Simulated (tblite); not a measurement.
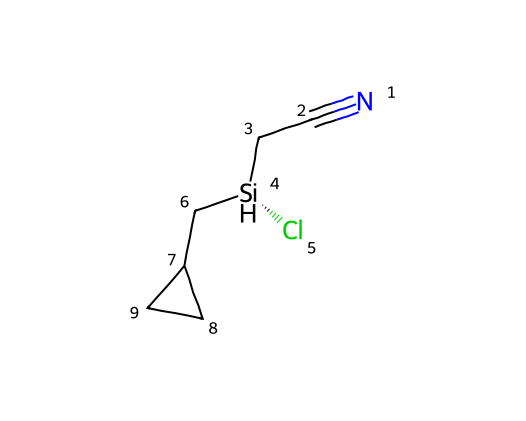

Skeletal drawing with numbered atoms; wedges and dashes mark any stereocentres. The configuration is that of a computed structure (GFN2-xTB).

Question: What are the Cahn–Ingold–Prelog descriptors?

Answer: Si4: R.

Question: Write the isomeric SMILES.

Answer: N#CC[Si@H](Cl)CC1CC1
